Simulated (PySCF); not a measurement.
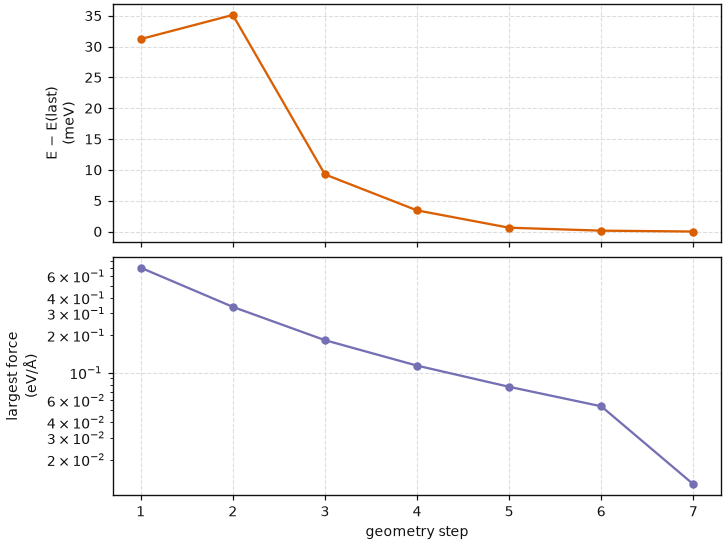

History of a geometry optimisation.

The run: C$_{4}$H$_{7}$ClO (SMILES CO[C@@H]1C[C@H]1Cl), by PBE0-D3(BJ)/def2-SVP, geometry optimisation in PySCF.

Question: How did it end, and what did it gain?

Answer: The optimisation met its thresholds at geometry 7, counting the start as the first. The energy fell by about 31 meV from the first step to the last, with a rise at step 2. The largest force goes from about 0.7 eV/Å at the start to 0.013 eV/Å at the end.
